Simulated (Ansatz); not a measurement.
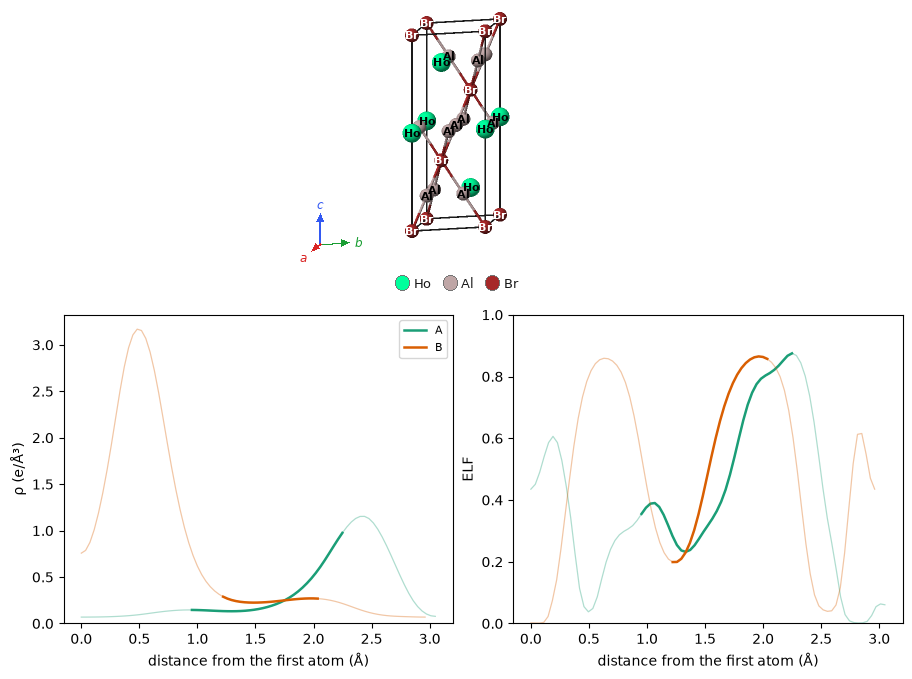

Figure 1: HoAl3Br. Valence pseudo-density and electron localisation function along straight lines between neighbouring atoms. Thin, pale parts lie inside the atomic spheres. The structure is drawn too.

Space group R-3m; a structure generated by program, which may or may not match a known phase; computed without spin polarisation; no Hubbard U on the f states and no spin–orbit coupling.

Method: DFT PBE, scalar-relativistic, plane waves, PAW; 4f electrons in the core of a trivalent norm-conserving potential (Ansatz 0.2.0).

In a pseudopotential calculation such maps are meaningful between the atoms, not at the nuclei.

Which curve belongs to which contact (Al–Br and Ho–Al)? The first atom named is at distance zero.

Answer. Curve A: Al–Br (3.05 Å): ρ is about 0.16 e/Å³ halfway, with its minimum of 0.13 e/Å³ about 1.3 Å from Al; the ELF is about 0.30 at the midpoint: no shared electron pair shows on this line. Curve B: Ho–Al (2.96 Å): the density is about 0.22 e/Å³ at the midpoint; the ELF peaks at about 0.85 in the valence shell of Al, 1.0 Å from its nucleus, and is about 0.40 at the midpoint.
